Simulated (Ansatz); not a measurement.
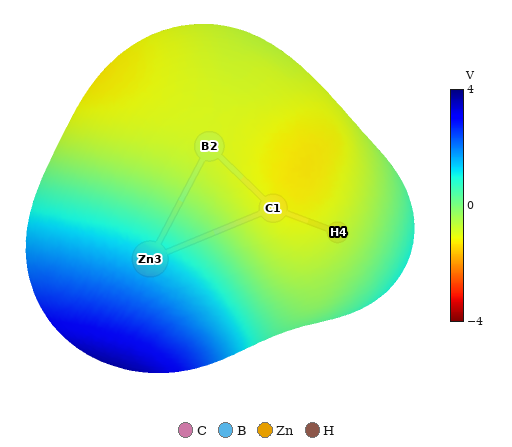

CHBZn (SMILES [B]1=[CH][Zn]1). The electrostatic potential painted on the density surface at 0.002 e/bohr³, seen at a tilt; red is negative and blue positive.

Geometry: PBE0-D3(BJ)/def2-SVP.

Computed with Ansatz 0.2.0, isolated molecule in a Gaussian basis; Kohn-Sham density functional theory, functional PBE0.

Q: Where is the surface potential most negative and most positive?

A: The most negative region (about −1.3 V) lies over the π face of C1, the most positive (about +3.6 V) over Zn3.

Q: What dipole moment does the calculation give?

A: Its dipole moment is 4.38 D.
